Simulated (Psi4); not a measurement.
# Single-point calculation, with input and output: GeSiH₆O (charge +1)

System: GeSiH₆O, charge +1, multiplicity 2.
Method: PBE/cc-pVDZ, UKS (Psi4 1.11).

The geometry is that of the parent species in another charge or spin state. The geometry comes from this level: PBE0-D4/def2-TZVP.

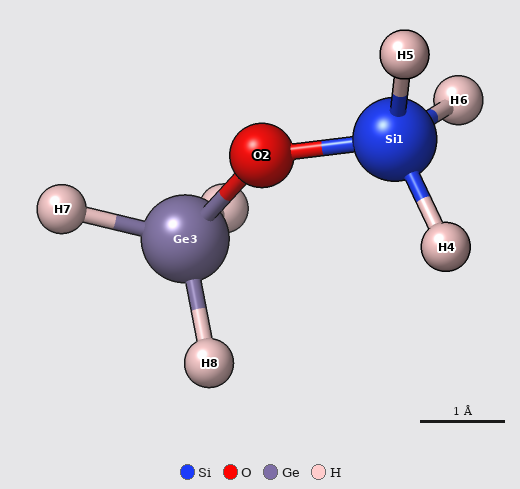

*The structure (ball-and-stick view, seen at a tilt; atoms are numbered from 1 in the order of the input). Sticks mark near contacts.*

Bond lengths as drawn: Ge–H 1.53 to 1.54 Å, Ge–O 1.78 Å, H–Si 1.48 to 1.49 Å and O–Si 1.63 Å.

The input (job.dat)
```
memory 1.6 GB

molecule {
  1 2
  Si    -1.29748596     1.95227606    -1.74119365
  O      1.12004067     0.38153570    -0.64137305
  Ge     1.53030022    -1.98326757     1.70396605
  H     -3.20781010     0.21391700    -2.86199022
  H     -0.37000838     3.71293389    -3.71652437
  H     -2.56171273     3.42191607     0.30103337
  H      4.36677913    -2.56171273     1.73287886
  H     -0.03552685    -4.30952043     0.94183950
  H      0.62228681    -0.91538333     4.24942714
  units au
  symmetry c1
}

set reference uks
set puream true
set scf_type pk
set dft_radial_points 99
set dft_spherical_points 590
set maxiter 100

result, w = energy('pbe/cc-pVDZ', return_wfn=True)
print_variables()
```

Hardware: 1 thread of AMD EPYC (Zen 5), 16 GiB of memory available, shared host.

Command:
```bash
psi4 job.dat job.out -n 1
```

What the program printed
```
Psi4 1.11 release

   => Loading Basis Set <=

    Name: CC-PVDZ
    Role: ORBITAL
    Keyword: BASIS

         ---------------------------------------------------------
                                   SCF
                              UKS Reference
                        1 Threads,   1525 MiB Core
         ---------------------------------------------------------

  ==> Geometry <==

    Molecular point group: c1
    Full point group: C1

    Geometry (in Bohr), charge = 1, multiplicity = 2:

       Center              X                  Y                   Z               Mass
    ------------   -----------------  -----------------  -----------------  -----------------
         SI          -2.052219144307     2.648786121083    -2.286933238394    27.976926534650
         O            0.365307485693     1.078045761083    -1.187112638394    15.994914619570
         GE           0.775567035693    -1.286757508917     1.158226461606    73.921177761000
         H           -3.962543284307     0.910427061083    -3.407729808394     1.007825032230
         H           -1.124741564307     4.409443951083    -4.262263958394     1.007825032230
         H           -3.316445914307     4.118426131083    -0.244706218394     1.007825032230
         H            3.612045945693    -1.865202668917     1.187139271606     1.007825032230
         H           -0.790260034307    -3.613010368917     0.396099911606     1.007825032230
         H           -0.132446374307    -0.218873268917     3.703687551606     1.007825032230

  Running in c1 symmetry.

  Rotational constants: A =      0.94636  B =      0.06921  C =      0.06768 [cm^-1]
  Rotational constants: A =  28371.24527  B =   2074.94488  C =   2029.07151 [MHz]
  Nuclear repulsion =  267.000615602578193

  Charge       = 1
  Multiplicity = 2
  Electrons    = 59
  Nalpha       = 30
  Nbeta        = 29

  ==> Algorithm <==

  SCF Algorithm Type is PK.
  DIIS enabled.
  MOM disabled.
  Fractional occupation disabled.
  Guess Type is SAD.
  Energy threshold   = 1.00e-06
  Density threshold  = 1.00e-06
  Integral threshold = 1.00e-12

  ==> Primary Basis <==

  Basis Set: CC-PVDZ
    Blend: CC-PVDZ
    Number of shells: 43
    Number of basis functions: 89
    Number of Cartesian functions: 93
    Spherical Harmonics?: true
    Max angular momentum: 2

  ==> DFT Potential <==

   => LibXC <=

    Version 7.1.2

   => Composite Functional: PBE <=

    PBE GGA Exchange-Correlation Functional

    Deriv               =              1
    GGA                 =           TRUE
    Meta                =          FALSE

    Exchange Hybrid     =          FALSE
    MP2 Hybrid          =          FALSE

   => Exchange Functionals <=

    1.0000     XC_GGA_X_PBE

   => Correlation Functionals <=

    1.0000     XC_GGA_C_PBE

   => LibXC Density Thresholds  <==

    XC_GGA_C_PBE:  1.00E-12
    XC_GGA_X_PBE:  1.00E-15

   => Molecular Quadrature <=

    Radial Scheme          =       TREUTLER
    Pruning Scheme         =           NONE
    Nuclear Scheme         =       TREUTLER

    Blocking Scheme        =         OCTREE
    BS radius alpha        =              1
    Pruning alpha          =              1
    Radial Points          =             99
    Spherical Points       =            590
    Total Points           =         497630
    Total Blocks           =           3557
    Max Points             =            256
    Max Functions          =             89
    Weights Tolerance      =       1.00E-15

  ==> Integral Setup <==

  Using in-core PK algorithm.
   Calculation information:
      Number of atoms:                   9
      Number of AO shells:              43
      Number of primitives:            192
      Number of atomic orbitals:        93
      Number of basis functions:        89

      Integral cutoff                 1.00e-12
      Number of threads:                 1

  Performing in-core PK
  Using 16044030 doubles for integral storage.
  We computed 431554 shell quartets total.
  Whereas there are 447931 unique shell quartets.

  ==> DiskJK: Disk-Based J/K Matrices <==

    J tasked:                  Yes
    K tasked:                   No
    wK tasked:                  No
    Memory [MiB]:              478
    Schwarz Cutoff:          1E-12

  Cached 50.0% of DFT collocation blocks in 0.539 [GiB].

  Minimum eigenvalue in the overlap matrix is 1.1334394280E-02.
  Reciprocal condition number of the overlap matrix is 2.7663802755E-03.
    Using symmetric orthogonalization.

  ==> Pre-Iterations <==

  SCF Guess: Superposition of Atomic Densities via on-the-fly atomic UHF (no occupation information).

   -------------------------
    Irrep   Nso     Nmo
   -------------------------
     A         89      89
   -------------------------
    Total      89      89
   -------------------------

  ==> Iterations <==

                        Total Energy        Delta E     RMS |[F,P]|

   @UKS iter SAD: -2441.30572702618974   -2.44131e+03   0.00000e+00
   @UKS iter   1: -2443.69374945091295   -2.38802e+00   1.32520e-02 ADIIS/DIIS
   @UKS iter   2: -2443.10194475195840    5.91805e-01   2.07750e-02 ADIIS/DIIS
   @UKS iter   3: -2444.16807462172210   -1.06613e+00   7.18989e-03 ADIIS/DIIS
   @UKS iter   4: -2444.34116918850850   -1.73095e-01   3.49614e-03 ADIIS/DIIS
   @UKS iter   5: -2444.38543067126875   -4.42615e-02   5.86121e-04 ADIIS/DIIS
   @UKS iter   6: -2444.37077077119784    1.46599e-02   1.15211e-03 ADIIS/DIIS
   @UKS iter   7: -2444.37139515204717   -6.24381e-04   1.15921e-03 ADIIS/DIIS
   @UKS iter   8: -2444.38493160951748   -1.35365e-02   5.94793e-04 ADIIS/DIIS
   @UKS iter   9: -2444.38846939276800   -3.53778e-03   2.14348e-04 ADIIS/DIIS
   @UKS iter  10: -2444.38864358285127   -1.74190e-04   1.11462e-04 ADIIS/DIIS
   @UKS iter  11: -2444.38871579120132   -7.22084e-05   4.81290e-05 DIIS
   @UKS iter  12: -2444.38873112748252   -1.53363e-05   2.42178e-05 DIIS
   @UKS iter  13: -2444.38873615401917   -5.02654e-06   8.46889e-06 DIIS
   @UKS iter  14: -2444.38873673820990   -5.84191e-07   3.47581e-06 DIIS
   @UKS iter  15: -2444.38873683212751   -9.39176e-08   1.53445e-06 DIIS
   @UKS iter  16: -2444.38873684974305   -1.76155e-08   4.11284e-07 DIIS
  Energy and wave function converged.

  ==> Post-Iterations <==

   Electrons on quadrature grid:
      Nalpha   =   30.0000000932 ; deviation = 9.319e-08
      Nbeta    =   29.0000002953 ; deviation = 2.953e-07
      Ntotal   =   59.0000003885 ; deviation = 3.885e-07

   @Spin Contamination Metric:   3.740081501E-03
   @S^2 Expected:                7.500000000E-01
   @S^2 Observed:                7.537400815E-01
   @S   Expected:                5.000000000E-01
   @S   Observed:                5.000000000E-01

    Orbital Energies [Eh]
    ---------------------

    Alpha Occupied:

       1A   -397.333070     2A    -65.669108     3A    -49.442133
       4A    -44.057193     5A    -44.056310     6A    -44.055449
       7A    -19.047234     8A     -6.229226     9A     -5.302384
      10A     -4.447535    11A     -4.442915    12A     -4.440154
      13A     -3.716233    14A     -3.713329    15A     -3.710507
      16A     -1.354593    17A     -1.347177    18A     -1.344547
      19A     -1.341394    20A     -1.341329    21A     -1.162905
      22A     -0.769115    23A     -0.690396    24A     -0.611783
      25A     -0.610035    26A     -0.582416    27A     -0.532871
      28A     -0.508664    29A     -0.504223    30A     -0.488738

    Alpha Virtual:

      31A     -0.240039    32A     -0.176717    33A     -0.168539
      34A     -0.163034    35A     -0.157012    36A     -0.140135
      37A     -0.137915    38A     -0.109431    39A      0.023541
      40A      0.036431    41A      0.047452    42A      0.052365
      43A      0.057734    44A      0.101579    45A      0.104942
      46A      0.125775    47A      0.137242    48A      0.146949
      49A      0.156462    50A      0.234654    51A      0.242041
      52A      0.258366    53A      0.266164    54A      0.291037
      55A      0.318118    56A      0.376760    57A      0.500216
      58A      0.571852    59A      0.573926    60A      0.594453
      61A      0.620526    62A      0.633210    63A      0.769110
      64A      0.821572    65A      0.947746    66A      0.953744
      67A      1.008557    68A      1.059369    69A      1.109532
      70A      1.166194    71A      1.201773    72A      1.203261
      73A      1.273762    74A      1.330939    75A      1.371618
      76A      1.372434    77A      1.444323    78A      1.492638
      79A      1.554825    80A      1.601658    81A      1.623457
      82A      1.679366    83A      1.697033    84A      1.737331
      85A      2.290620    86A      2.294436    87A      2.344589
      88A      2.539860    89A      2.679744

    Beta Occupied:

       1A   -397.333055     2A    -65.669073     3A    -49.441975
       4A    -44.057092     5A    -44.056055     6A    -44.055405
       7A    -19.037502     8A     -6.229002     9A     -5.302402
      10A     -4.447386    11A     -4.442493    12A     -4.440080
      13A     -3.716410    14A     -3.712939    15A     -3.710680
      16A     -1.354014    17A     -1.346622    18A     -1.344559
      19A     -1.341223    20A     -1.341023    21A     -1.142373
      22A     -0.763624    23A     -0.680198    24A     -0.599962
      25A     -0.578037    26A     -0.576653    27A     -0.514184
      28A     -0.501041    29A     -0.480620

    Beta Virtual:

      30A     -0.476859    31A     -0.236133    32A     -0.171880
      33A     -0.163098    34A     -0.159011    35A     -0.150979
      36A     -0.131828    37A     -0.128205    38A     -0.106260
      39A      0.030175    40A      0.037937    41A      0.052519
      42A      0.057366    43A      0.059178    44A      0.107193
      45A      0.109755    46A      0.126773    47A      0.142849
      48A      0.154047    49A      0.159128    50A      0.240993
      51A      0.243569    52A      0.261584    53A      0.271207
      54A      0.297244    55A      0.323704    56A      0.380298
      57A      0.510317    58A      0.574000    59A      0.589121
      60A      0.597233    61A      0.637449    62A      0.640269
      63A      0.800477    64A      0.828971    65A      0.962549
      66A      0.974109    67A      1.012415    68A      1.079027
      69A      1.126220    70A      1.180681    71A      1.218566
      72A      1.224543    73A      1.290190    74A      1.343851
      75A      1.381372    76A      1.383943    77A      1.452874
      78A      1.507330    79A      1.571981    80A      1.615585
      81A      1.641630    82A      1.702036    83A      1.702853
      84A      1.743416    85A      2.321221    86A      2.321876
      87A      2.375186    88A      2.551290    89A      2.694964

    Final Occupation by Irrep:
              A
    DOCC [    29 ]
    SOCC [     1 ]
    NA   [    30 ]
    NB   [    29 ]

  @UKS Final Energy: -2444.38873684974305

   => Energetics <=

    Nuclear Repulsion Energy =            267.0006156025781934
    One-Electron Energy =               -3920.5519151966664140
    Two-Electron Energy =                1319.0336399949912902
    DFT Exchange-Correlation Energy =    -109.8710772506459250
    Empirical Dispersion Energy =           0.0000000000000000
    VV10 Nonlocal Energy =                  0.0000000000000000
    Total Energy =                      -2444.3887368497430543

  UHF NO Occupations:
  HONO-2 :   28  A 1.9995947
  HONO-1 :   29  A 1.9992795
  HONO-0 :   30  A 1.0000000
  LUNO+0 :   31  A 0.0007205
  LUNO+1 :   32  A 0.0004053
  LUNO+2 :   33  A 0.0002887
  LUNO+3 :   34  A 0.0002697

Computation Completed

Properties will be evaluated at   0.000000,   0.000000,   0.000000 [a0]

Properties computed using the SCF density matrix

 Multipole Moments:

 ------------------------------------------------------------------------------------
     Multipole            Electronic (a.u.)      Nuclear  (a.u.)        Total (a.u.)
 ------------------------------------------------------------------------------------

 L = 1.  Multiply by 2.5417464519 to convert [e a0] to [Debye]
 Dipole X            :          5.6687238           -6.7048542           -1.0361304
 Dipole Y            :         -7.8360104            8.2723423            0.4363320
 Dipole Z            :          6.8326045           -7.0784929           -0.2458884
 Magnitude           :                                                    1.1508314

 ------------------------------------------------------------------------------------

	total time  =         32 seconds =       0.53 minutes

  Variable Map:
  ----------------------------------------------------------------------------
  "CURRENT ENERGY"              =>   -2444.388736849743
  "CURRENT REFERENCE ENERGY"    =>   -2444.388736849743
  "DD SOLVATION ENERGY"         =>       0.000000000000
  "DFT FUNCTIONAL TOTAL ENERGY" =>   -2444.388736849743
  "DFT TOTAL ENERGY"            =>   -2444.388736849743
  "DFT VV10 ENERGY"             =>       0.000000000000
  "DFT XC ENERGY"               =>    -109.871077250646
  "GRID ELECTRONS ALPHA"        =>      30.000000093190
  "GRID ELECTRONS BETA"         =>      29.000000295329
  "GRID ELECTRONS TOTAL"        =>      59.000000388519
  "NUCLEAR REPULSION ENERGY"    =>     267.000615602578
  "ONE-ELECTRON ENERGY"         =>   -3920.551915196666
  "PCM POLARIZATION ENERGY"     =>       0.000000000000
  "PE ENERGY"                   =>       0.000000000000
  "SCF ITERATION ENERGY"        =>   -2444.388736849743
  "SCF ITERATIONS"              =>      16.000000000000
  "SCF TOTAL ENERGY"            =>   -2444.388736849743
  "TWO-ELECTRON ENERGY"         =>    1319.033639994991
  "XC GRID RADIAL POINTS"       =>      99.000000000000
  "XC GRID SPHERICAL POINTS"    =>     590.000000000000
  "XC GRID TOTAL POINTS"        =>  497630.000000000000

  Array Variable Map:
  ----------------------------------------------------------------------------
  "CURRENT DIPOLE"              =>      -1.036130397465 ... -0.245888437927 1 by 3
  "SCF DIPOLE"                  =>      -1.036130397465 ... -0.245888437927 1 by 3
  "SCF TOTAL ENERGIES"          =>   -2441.305727026190 ... -2444.388736849743 1 by 17

    Psi4 run time: 0:00:32.44
```

Summary

```csv
quantity,value
outcome,converged
total energy,−2444.388737 hartree
basis functions,89
⟨S²⟩,0.754
wall time,33 s
peak memory,1.1 GiB
```
